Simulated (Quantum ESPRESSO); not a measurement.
Converging the k-point mesh: Cl (Cm, 4 atoms in the cell)

```
CELL_PARAMETERS angstrom
      2.24672    -3.12936     0.00000
      2.24672     3.12936     0.00000
      0.00000     0.00000     8.28478
ATOMIC_POSITIONS crystal
  Cl 0.87700 0.87700 0.90304
  Cl 0.62300 0.62300 0.39700
  Cl 0.37700 0.37700 0.60300
  Cl 0.12300 0.12300 0.10300
```

Method of the run: PBEsol, PseudoDojo standard norm-conserving (PBESOL) pseudopotentials (plane waves; Quantum ESPRESSO).

Base settings: ecutwfc = 60 Ry; occupations = smearing; smearing = fermi-dirac; degauss = 0.000734986 Ry; potentials = {Cl: Cl.upf}; K_POINTS = automatic 3 3 2 0 0 0; conv_thr = 1e-10 Ry; mixing_beta = 0.7.

The second cell is the first with its lattice scaled by 0.98.

Only quantities that move along the ladder and can be compared are tabulated.

The count of work is k-points × plane waves × bands × iterations; it is no time. Core times come from one kind of shared machine, to one figure; runs under 30 s give none.

The starting cell has typed, rounded lattice constants, without a prior relaxation at this level. Its lattice was rescaled by up to half a per cent. One atom was moved a little off its site on purpose.

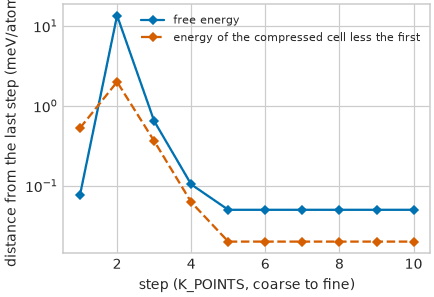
*Distance from the last step along the ladder; very small values are drawn at a floor.*

| K_POINTS | free energy less the last step's (meV/atom) | energy of the compressed cell less the first (meV/atom) | pressure (GPa) | largest difference of a force vector from the last step's (eV/Å) | gap on the mesh (eV) | count of work / last | core time / last (rough) |
|---|---|---|---|---|---|---|---|
| automatic 2 2 1 0 0 0 | -0.08 | 0.20 | -0.82 | 0.088 | 2.374 | 0.0074 | – |
| automatic 3 3 1 0 0 0 | -13.47 | -1.26 | -0.95 | 0.089 | 2.375 | 0.0098 | – |
| automatic 3 3 2 0 0 0 | -0.65 | 0.37 | -0.81 | 0.015 | 2.370 | 0.020 | – |
| automatic 4 4 2 0 0 0 | -0.10 | 0.67 | -0.79 | 0.003 | 2.355 | 0.034 | – |
| automatic 5 5 2 0 0 0 | 0.03 | 0.74 | -0.78 | 0.001 | 2.370 | 0.048 | 0.06 |
| automatic 5 5 3 0 0 0 | -0.02 | 0.72 | -0.78 | 0.000 | 2.370 | 0.064 | – |
| automatic 7 7 3 0 0 0 | 0.00 | 0.73 | -0.78 | 0.000 | 2.370 | 0.12 | 0.1 |
| automatic 9 9 4 0 0 0 | 0.00 | 0.73 | -0.78 | 0.000 | 2.368 | 0.26 | 0.3 |
| automatic 11 11 5 0 0 0 | 0.00 | 0.73 | -0.78 | 0.000 | 2.369 | 0.45 | 0.5 |
| automatic 13 13 6 0 0 0 | 0.00 | 0.73 | -0.78 | 0.000 | 2.361 | 0.75 | 0.6 |
| automatic 14 14 7 0 0 0 | 0.00 | 0.73 | -0.78 | 0.000 | 2.361 | 1.0 | 1 |

Coarsest K_POINTS that holds the pressure within 0.05 GPa of the last step, with all finer ones: automatic 3 3 2 0 0 0, at 0.020 of the last step's count of work; the step before is off by 0.17 GPa.

Coarsest K_POINTS that holds the forces within 0.005 eV/Å of the last step, with all finer ones: automatic 4 4 2 0 0 0, at 0.034 of the last step's count of work; the step before is off by 0.015 eV/Å.

Coarsest K_POINTS that holds the energy of the compressed cell less the first within 1 meV/atom of the last step, with all finer ones: automatic 3 3 2 0 0 0, at 0.020 of the last step's count of work; the step before is off by 2.0 meV/atom.

The gap on the mesh jumps up and down from mesh to mesh; it is no smooth measure of convergence.
